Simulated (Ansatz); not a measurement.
# Molecular dynamics of SiNH7 (part 1 of 3)

The run: molecular dynamics of SiNH7. Method and program: RKS PBE-D4/def2-SVP (Ansatz 0.2.0).

It belongs to a series of runs on one base structure; here: dynamics from the highest image of the converged band. Figures and captions count atoms from 1; the log counts them from 0 in places.

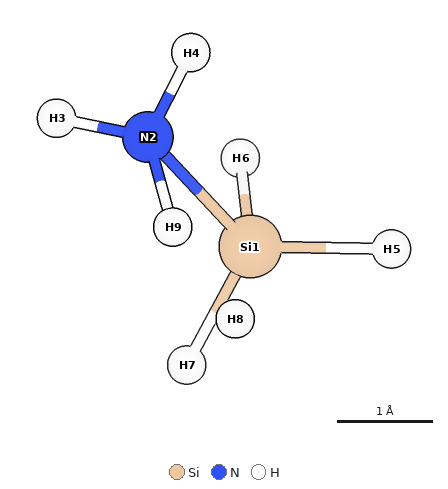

*The structure as given in the input (ball-and-stick view, seen at a tilt; atoms are numbered from 1 in the order of the input).*

Bond lengths as drawn: H–N 1.03 to 1.21 Å, H–Si 1.50 to 1.54 Å and N–Si 1.93 Å.

### Key numbers

```csv
quantity,value
outcome,finished
mean temperature over the second half,1697 K
trajectory,"200 steps, 100 fs"
ensemble,nve
temperature in the input,300.0 K
time step,0.5 fs
potential energy (last step),−9470.9353 eV
mean-field energy (last step),−9470.8490 eV
largest force (length of the vector) (last step),1.363 eV/Å
hardware,"2 threads of Arm Neoverse V2, 24 GiB of memory available, shared host"
wall time,2 min (CPU time 3.8 min)
peak memory,0.11 GiB
```

### Remarks

So short a trajectory is not equilibrated.

### The input
```yaml
crystal:
  periodic: [false, false, false]
  atoms:
    - { symbol: Si, position_ang: [0.107128, -0.041252, 0.101552] }
    - { symbol: "N", position_ang: [0.09739, -0.310061, 2.014548] }
    - { symbol: H, position_ang: [-0.823886, -0.389834, 2.474093] }
    - { symbol: H, position_ang: [0.676593, 0.358692, 2.545301] }
    - { symbol: H, position_ang: [1.379884, 0.430024, -0.544689] }
    - { symbol: H, position_ang: [-0.694986, 1.267768, 0.19118] }
    - { symbol: H, position_ang: [-0.817672, -0.919958, -0.691036] }
    - { symbol: H, position_ang: [1.040625, -1.622516, 0.51285] }
    - { symbol: H, position_ang: [0.684123, -1.275066, 1.575702] }
basis:
  gaussian: { orbitals: def2-SVP }
hamiltonian:
  xc: pbe
  dispersion: d4
md:
  timestep: 0.5
  n_steps: 200
  ensemble: nve
  temperature: 300.0
  initial_velocities: maxwell_boltzmann
  seed: 10992
```

Command:
```bash
ansatz run input.yaml --threads 2 --pin off --max-ram 3072MiB --backend cpu --events-out ev --progress --plain --runs-dir out
```

### Output
```
Engine: ansatz 0.2.0, aarch64-unknown-linux-gnu
Functional definition: PBE
  parameter kappa = 0.804
  parameter beta = 0.06672455060314922
  exchange = pbe_x(kappa = kappa, mu = beta*pi^2/3)
  correlation = pbe_c(beta = beta)
774 factors; their error is unknown
mean field evaluation 1: about -9464.1790 eV, gradient 5.0e1 eV
mean field evaluation 2: about -9450.7794 eV, gradient 8.9e1 eV
mean field evaluation 4: about -9469.4626 eV, gradient 2.4e0 eV
mean field evaluation 8: about -9469.4892 eV, gradient 2.6e-2 eV
mean field evaluation 16: about -9469.4395 eV, gradient 1.2e-5 eV
mean field -9469.43948410 eV, -347.9954824242 hartree, gradient 1.2e-5 eV, S^2 0.000000; 0 other end points of the search recorded, 0 dependent functions left out
the calculation of the forces begins
reference -9469.43951815 eV, -347.9954836753 hartree; 14, 14 occupied and 53, 53 virtual orbitals, 774 factors
md step     0: t =     0.00 fs  T =   300.0 K  F+E_penalty+E_count = -9469.56964864 eV  E_kin = 0.271446 eV  conserved = -9469.29820264 eV  (24 SCF iters)
these checks for a lower state are left out or cut short: starts, cluster_reference, orbital_swaps, neighbouring_geometries, increment
774 factors; their error is unknown
mean field -9469.43139444 eV, -347.9951851347 hartree, gradient 1.5e-5 eV, S^2 0.000000; 0 other end points of the search recorded, 0 dependent functions left out
the calculation of the forces begins
reference -9469.43142847 eV, -347.9951863851 hartree; 14, 14 occupied and 53, 53 virtual orbitals, 774 factors
md step     1: t =     0.50 fs  T =   290.8 K  F+E_penalty+E_count = -9469.56113547 eV  E_kin = 0.263096 eV  conserved = -9469.29803995 eV  (27 SCF iters, 3 dispersion substeps)
[... from here on the SCF iterations and repeated set-up lines of each step are left out, up to the last step ...]
md step     2: t =     1.00 fs  T =   265.8 K  F+E_penalty+E_count = -9469.53814216 eV  E_kin = 0.240502 eV  conserved = -9469.29764007 eV  (27 SCF iters, 3 dispersion substeps)
md step     3: t =     1.50 fs  T =   231.8 K  F+E_penalty+E_count = -9469.50688734 eV  E_kin = 0.209745 eV  conserved = -9469.29714255 eV  (27 SCF iters, 3 dispersion substeps)
md step     4: t =     2.00 fs  T =   197.2 K  F+E_penalty+E_count = -9469.47515148 eV  E_kin = 0.178436 eV  conserved = -9469.29671564 eV  (27 SCF iters, 3 dispersion substeps)
md step     5: t =     2.50 fs  T =   169.3 K  F+E_penalty+E_count = -9469.44964922 eV  E_kin = 0.153161 eV  conserved = -9469.29648860 eV  (27 SCF iters, 3 dispersion substeps)
md step     6: t =     3.00 fs  T =   152.0 K  F+E_penalty+E_count = -9469.43401073 eV  E_kin = 0.137514 eV  conserved = -9469.29649689 eV  (27 SCF iters, 3 dispersion substeps)
md step     7: t =     3.50 fs  T =   145.4 K  F+E_penalty+E_count = -9469.42819830 eV  E_kin = 0.131519 eV  conserved = -9469.29667906 eV  (27 SCF iters, 3 dispersion substeps)
md step     8: t =     4.00 fs  T =   146.4 K  F+E_penalty+E_count = -9469.42941625 eV  E_kin = 0.132492 eV  conserved = -9469.29692396 eV  (28 SCF iters, 3 dispersion substeps)
md step     9: t =     4.50 fs  T =   151.1 K  F+E_penalty+E_count = -9469.43383439 eV  E_kin = 0.136710 eV  conserved = -9469.29712420 eV  (28 SCF iters, 3 dispersion substeps)
md step    10: t =     5.00 fs  T =   155.9 K  F+E_penalty+E_count = -9469.43830036 eV  E_kin = 0.141095 eV  conserved = -9469.29720574 eV  (27 SCF iters, 3 dispersion substeps)
md step    11: t =     5.50 fs  T =   159.6 K  F+E_penalty+E_count = -9469.44154105 eV  E_kin = 0.144403 eV  conserved = -9469.29713755 eV  (27 SCF iters, 3 dispersion substeps)
md step    12: t =     6.00 fs  T =   163.2 K  F+E_penalty+E_count = -9469.44465155 eV  E_kin = 0.147711 eV  conserved = -9469.29694078 eV  (27 SCF iters, 3 dispersion substeps)
md step    13: t =     6.50 fs  T =   170.2 K  F+E_penalty+E_count = -9469.45072071 eV  E_kin = 0.154024 eV  conserved = -9469.29669719 eV  (28 SCF iters, 3 dispersion substeps)
md step    14: t =     7.00 fs  T =   184.5 K  F+E_penalty+E_count = -9469.46351237 eV  E_kin = 0.166981 eV  conserved = -9469.29653182 eV  (27 SCF iters, 3 dispersion substeps)
md step    15: t =     7.50 fs  T =   208.9 K  F+E_penalty+E_count = -9469.48553616 eV  E_kin = 0.188985 eV  conserved = -9469.29655139 eV  (27 SCF iters, 3 dispersion substeps)
md step    16: t =     8.00 fs  T =   242.8 K  F+E_penalty+E_count = -9469.51644492 eV  E_kin = 0.219671 eV  conserved = -9469.29677407 eV  (27 SCF iters, 3 dispersion substeps)
md step    17: t =     8.50 fs  T =   282.6 K  F+E_penalty+E_count = -9469.55279925 eV  E_kin = 0.255695 eV  conserved = -9469.29710472 eV  (25 SCF iters, 3 dispersion substeps)
md step    18: t =     9.00 fs  T =   322.9 K  F+E_penalty+E_count = -9469.58951543 eV  E_kin = 0.292123 eV  conserved = -9469.29739284 eV  (26 SCF iters, 3 dispersion substeps)
md step    19: t =     9.50 fs  T =   358.9 K  F+E_penalty+E_count = -9469.62220921 eV  E_kin = 0.324699 eV  conserved = -9469.29751062 eV  (26 SCF iters, 3 dispersion substeps)
md step    20: t =    10.00 fs  T =   388.8 K  F+E_penalty+E_count = -9469.64917236 eV  E_kin = 0.351756 eV  conserved = -9469.29741593 eV  (26 SCF iters, 3 dispersion substeps)
md step    21: t =    10.50 fs  T =   414.2 K  F+E_penalty+E_count = -9469.67197078 eV  E_kin = 0.374803 eV  conserved = -9469.29716759 eV  (25 SCF iters, 3 dispersion substeps)
md step    22: t =    11.00 fs  T =   439.6 K  F+E_penalty+E_count = -9469.69463507 eV  E_kin = 0.397754 eV  conserved = -9469.29688101 eV  (25 SCF iters, 3 dispersion substeps)
md step    23: t =    11.50 fs  T =   471.4 K  F+E_penalty+E_count = -9469.72322755 eV  E_kin = 0.426526 eV  conserved = -9469.29670129 eV  (25 SCF iters, 3 dispersion substeps)
md step    24: t =    12.00 fs  T =   515.8 K  F+E_penalty+E_count = -9469.76347502 eV  E_kin = 0.466662 eV  conserved = -9469.29681274 eV  (25 SCF iters, 3 dispersion substeps)
md step    25: t =    12.50 fs  T =   572.5 K  F+E_penalty+E_count = -9469.81509921 eV  E_kin = 0.518000 eV  conserved = -9469.29709971 eV  (25 SCF iters, 3 dispersion substeps)
md step    26: t =    13.00 fs  T =   638.3 K  F+E_penalty+E_count = -9469.87478627 eV  E_kin = 0.577507 eV  conserved = -9469.29727886 eV  (25 SCF iters, 3 dispersion substeps)
md step    27: t =    13.50 fs  T =   711.8 K  F+E_penalty+E_count = -9469.94119644 eV  E_kin = 0.644040 eV  conserved = -9469.29715651 eV  (25 SCF iters, 3 dispersion substeps)
md step    28: t =    14.00 fs  T =   795.9 K  F+E_penalty+E_count = -9470.01702270 eV  E_kin = 0.720102 eV  conserved = -9469.29692101 eV  (25 SCF iters, 3 dispersion substeps)
md step    29: t =    14.50 fs  T =   893.8 K  F+E_penalty+E_count = -9470.10578189 eV  E_kin = 0.808715 eV  conserved = -9469.29706723 eV  (25 SCF iters, 3 dispersion substeps)
md step    30: t =    15.00 fs  T =  1002.6 K  F+E_penalty+E_count = -9470.20491021 eV  E_kin = 0.907136 eV  conserved = -9469.29777379 eV  (26 SCF iters, 3 dispersion substeps)
md step    31: t =    15.50 fs  T =  1110.7 K  F+E_penalty+E_count = -9470.30354164 eV  E_kin = 1.004964 eV  conserved = -9469.29857795 eV  (26 SCF iters, 3 dispersion substeps)
md step    32: t =    16.00 fs  T =  1205.0 K  F+E_penalty+E_count = -9470.38918381 eV  E_kin = 1.090286 eV  conserved = -9469.29889762 eV  (26 SCF iters, 3 dispersion substeps)
md step    33: t =    16.50 fs  T =  1279.4 K  F+E_penalty+E_count = -9470.45627222 eV  E_kin = 1.157648 eV  conserved = -9469.29862391 eV  (26 SCF iters, 3 dispersion substeps)
md step    34: t =    17.00 fs  T =  1337.5 K  F+E_penalty+E_count = -9470.50829648 eV  E_kin = 1.210217 eV  conserved = -9469.29807944 eV  (26 SCF iters, 3 dispersion substeps)
md step    35: t =    17.50 fs  T =  1387.7 K  F+E_penalty+E_count = -9470.55325568 eV  E_kin = 1.255606 eV  conserved = -9469.29764933 eV  (26 SCF iters, 3 dispersion substeps)
md step    36: t =    18.00 fs  T =  1436.5 K  F+E_penalty+E_count = -9470.59721974 eV  E_kin = 1.299748 eV  conserved = -9469.29747208 eV  (25 SCF iters, 3 dispersion substeps)
md step    37: t =    18.50 fs  T =  1485.9 K  F+E_penalty+E_count = -9470.64192153 eV  E_kin = 1.344483 eV  conserved = -9469.29743818 eV  (24 SCF iters, 3 dispersion substeps)
md step    38: t =    19.00 fs  T =  1536.0 K  F+E_penalty+E_count = -9470.68721752 eV  E_kin = 1.389761 eV  conserved = -9469.29745656 eV  (25 SCF iters, 3 dispersion substeps)
md step    39: t =    19.50 fs  T =  1586.3 K  F+E_penalty+E_count = -9470.73285162 eV  E_kin = 1.435349 eV  conserved = -9469.29750213 eV  (25 SCF iters, 3 dispersion substeps)
md step    40: t =    20.00 fs  T =  1637.0 K  F+E_penalty+E_count = -9470.77887296 eV  E_kin = 1.481223 eV  conserved = -9469.29765006 eV  (25 SCF iters, 3 dispersion substeps)
md step    41: t =    20.50 fs  T =  1686.3 K  F+E_penalty+E_count = -9470.82386769 eV  E_kin = 1.525827 eV  conserved = -9469.29804037 eV  (25 SCF iters, 3 dispersion substeps)
md step    42: t =    21.00 fs  T =  1728.1 K  F+E_penalty+E_count = -9470.86215715 eV  E_kin = 1.563626 eV  conserved = -9469.29853152 eV  (25 SCF iters, 3 dispersion substeps)
md step    43: t =    21.50 fs  T =  1755.2 K  F+E_penalty+E_count = -9470.88684919 eV  E_kin = 1.588180 eV  conserved = -9469.29866911 eV  (25 SCF iters, 3 dispersion substeps)
md step    44: t =    22.00 fs  T =  1767.5 K  F+E_penalty+E_count = -9470.89728813 eV  E_kin = 1.599253 eV  conserved = -9469.29803469 eV  (25 SCF iters, 3 dispersion substeps)
md step    45: t =    22.50 fs  T =  1776.4 K  F+E_penalty+E_count = -9470.90430127 eV  E_kin = 1.607352 eV  conserved = -9469.29694925 eV  (26 SCF iters, 3 dispersion substeps)
md step    46: t =    23.00 fs  T =  1798.8 K  F+E_penalty+E_count = -9470.92422973 eV  E_kin = 1.627614 eV  conserved = -9469.29661530 eV  (26 SCF iters, 3 dispersion substeps)
md step    47: t =    23.50 fs  T =  1838.9 K  F+E_penalty+E_count = -9470.96159901 eV  E_kin = 1.663916 eV  conserved = -9469.29768312 eV  (26 SCF iters, 3 dispersion substeps)
md step    48: t =    24.00 fs  T =  1880.1 K  F+E_penalty+E_count = -9471.00037471 eV  E_kin = 1.701189 eV  conserved = -9469.29918577 eV  (26 SCF iters, 3 dispersion substeps)
md step    49: t =    24.50 fs  T =  1898.5 K  F+E_penalty+E_count = -9471.01763294 eV  E_kin = 1.717845 eV  conserved = -9469.29978808 eV  (26 SCF iters, 3 dispersion substeps)
md step    50: t =    25.00 fs  T =  1883.2 K  F+E_penalty+E_count = -9471.00314042 eV  E_kin = 1.703941 eV  conserved = -9469.29919908 eV  (26 SCF iters, 3 dispersion substeps)
md step    51: t =    25.50 fs  T =  1842.2 K  F+E_penalty+E_count = -9470.96480997 eV  E_kin = 1.666815 eV  conserved = -9469.29799477 eV  (26 SCF iters, 3 dispersion substeps)
md step    52: t =    26.00 fs  T =  1794.6 K  F+E_penalty+E_count = -9470.92070374 eV  E_kin = 1.623814 eV  conserved = -9469.29689009 eV  (26 SCF iters, 3 dispersion substeps)
md step    53: t =    26.50 fs  T =  1758.7 K  F+E_penalty+E_count = -9470.88758447 eV  E_kin = 1.591280 eV  conserved = -9469.29630407 eV  (26 SCF iters, 3 dispersion substeps)
md step    54: t =    27.00 fs  T =  1743.7 K  F+E_penalty+E_count = -9470.87402808 eV  E_kin = 1.577729 eV  conserved = -9469.29629920 eV  (26 SCF iters, 3 dispersion substeps)
md step    55: t =    27.50 fs  T =  1749.7 K  F+E_penalty+E_count = -9470.87989997 eV  E_kin = 1.583121 eV  conserved = -9469.29677938 eV  (26 SCF iters, 3 dispersion substeps)
md step    56: t =    28.00 fs  T =  1768.8 K  F+E_penalty+E_count = -9470.89807073 eV  E_kin = 1.600479 eV  conserved = -9469.29759184 eV  (25 SCF iters, 3 dispersion substeps)
md step    57: t =    28.50 fs  T =  1788.0 K  F+E_penalty+E_count = -9470.91633788 eV  E_kin = 1.617794 eV  conserved = -9469.29854427 eV  (26 SCF iters, 3 dispersion substeps)
md step    58: t =    29.00 fs  T =  1791.4 K  F+E_penalty+E_count = -9470.92016753 eV  E_kin = 1.620923 eV  conserved = -9469.29924448 eV  (26 SCF iters, 3 dispersion substeps)
md step    59: t =    29.50 fs  T =  1768.6 K  F+E_penalty+E_count = -9470.89941259 eV  E_kin = 1.600270 eV  conserved = -9469.29914284 eV  (26 SCF iters, 3 dispersion substeps)
md step    60: t =    30.00 fs  T =  1723.1 K  F+E_penalty+E_count = -9470.85705572 eV  E_kin = 1.559134 eV  conserved = -9469.29792126 eV  (27 SCF iters, 3 dispersion substeps)
md step    61: t =    30.50 fs  T =  1676.3 K  F+E_penalty+E_count = -9470.81295356 eV  E_kin = 1.516766 eV  conserved = -9469.29618749 eV  (27 SCF iters, 3 dispersion substeps)
md step    62: t =    31.00 fs  T =  1655.6 K  F+E_penalty+E_count = -9470.79347476 eV  E_kin = 1.497998 eV  conserved = -9469.29547715 eV  (26 SCF iters, 3 dispersion substeps)
md step    63: t =    31.50 fs  T =  1671.6 K  F+E_penalty+E_count = -9470.80909406 eV  E_kin = 1.512505 eV  conserved = -9469.29658908 eV  (26 SCF iters, 3 dispersion substeps)
md step    64: t =    32.00 fs  T =  1707.4 K  F+E_penalty+E_count = -9470.84330353 eV  E_kin = 1.544862 eV  conserved = -9469.29844199 eV  (27 SCF iters, 3 dispersion substeps)
md step    65: t =    32.50 fs  T =  1733.2 K  F+E_penalty+E_count = -9470.86777197 eV  E_kin = 1.568269 eV  conserved = -9469.29950273 eV  (26 SCF iters, 3 dispersion substeps)
md step    66: t =    33.00 fs  T =  1730.3 K  F+E_penalty+E_count = -9470.86490573 eV  E_kin = 1.565571 eV  conserved = -9469.29933470 eV  (27 SCF iters, 3 dispersion substeps)
md step    67: t =    33.50 fs  T =  1699.0 K  F+E_penalty+E_count = -9470.83572868 eV  E_kin = 1.537329 eV  conserved = -9469.29839945 eV  (27 SCF iters, 3 dispersion substeps)
md step    68: t =    34.00 fs  T =  1654.0 K  F+E_penalty+E_count = -9470.79387324 eV  E_kin = 1.496579 eV  conserved = -9469.29729444 eV  (27 SCF iters, 3 dispersion substeps)
md step    69: t =    34.50 fs  T =  1613.3 K  F+E_penalty+E_count = -9470.75615503 eV  E_kin = 1.459763 eV  conserved = -9469.29639231 eV  (27 SCF iters, 3 dispersion substeps)
md step    70: t =    35.00 fs  T =  1592.0 K  F+E_penalty+E_count = -9470.73631325 eV  E_kin = 1.440430 eV  conserved = -9469.29588281 eV  (27 SCF iters, 3 dispersion substeps)
md step    71: t =    35.50 fs  T =  1598.4 K  F+E_penalty+E_count = -9470.74215459 eV  E_kin = 1.446231 eV  conserved = -9469.29592357 eV  (27 SCF iters, 3 dispersion substeps)
md step    72: t =    36.00 fs  T =  1631.9 K  F+E_penalty+E_count = -9470.77316051 eV  E_kin = 1.476544 eV  conserved = -9469.29661674 eV  (26 SCF iters, 3 dispersion substeps)
md step    73: t =    36.50 fs  T =  1680.9 K  F+E_penalty+E_count = -9470.81871502 eV  E_kin = 1.520872 eV  conserved = -9469.29784314 eV  (27 SCF iters, 3 dispersion substeps)
md step    74: t =    37.00 fs  T =  1725.3 K  F+E_penalty+E_count = -9470.86011789 eV  E_kin = 1.561042 eV  conserved = -9469.29907587 eV  (27 SCF iters, 3 dispersion substeps)
md step    75: t =    37.50 fs  T =  1746.0 K  F+E_penalty+E_count = -9470.87932850 eV  E_kin = 1.579827 eV  conserved = -9469.29950144 eV  (25 SCF iters, 3 dispersion substeps)
md step    76: t =    38.00 fs  T =  1738.2 K  F+E_penalty+E_count = -9470.87132512 eV  E_kin = 1.572720 eV  conserved = -9469.29860530 eV  (27 SCF iters, 3 dispersion substeps)
md step    77: t =    38.50 fs  T =  1717.1 K  F+E_penalty+E_count = -9470.85070007 eV  E_kin = 1.553689 eV  conserved = -9469.29701150 eV  (27 SCF iters, 3 dispersion substeps)
md step    78: t =    39.00 fs  T =  1707.7 K  F+E_penalty+E_count = -9470.84145189 eV  E_kin = 1.545188 eV  conserved = -9469.29626437 eV  (26 SCF iters, 3 dispersion substeps)
md step    79: t =    39.50 fs  T =  1721.7 K  F+E_penalty+E_count = -9470.85478737 eV  E_kin = 1.557786 eV  conserved = -9469.29700138 eV  (27 SCF iters, 3 dispersion substeps)
md step    80: t =    40.00 fs  T =  1748.2 K  F+E_penalty+E_count = -9470.88004926 eV  E_kin = 1.581851 eV  conserved = -9469.29819871 eV  (26 SCF iters, 3 dispersion substeps)
md step    81: t =    40.50 fs  T =  1768.3 K  F+E_penalty+E_count = -9470.89875923 eV  E_kin = 1.600011 eV  conserved = -9469.29874777 eV  (26 SCF iters, 3 dispersion substeps)
md step    82: t =    41.00 fs  T =  1771.2 K  F+E_penalty+E_count = -9470.90114906 eV  E_kin = 1.602617 eV  conserved = -9469.29853192 eV  (26 SCF iters, 3 dispersion substeps)
md step    83: t =    41.50 fs  T =  1758.6 K  F+E_penalty+E_count = -9470.88918944 eV  E_kin = 1.591209 eV  conserved = -9469.29798047 eV  (26 SCF iters, 3 dispersion substeps)
md step    84: t =    42.00 fs  T =  1738.8 K  F+E_penalty+E_count = -9470.87075182 eV  E_kin = 1.573294 eV  conserved = -9469.29745811 eV  (26 SCF iters, 3 dispersion substeps)
```
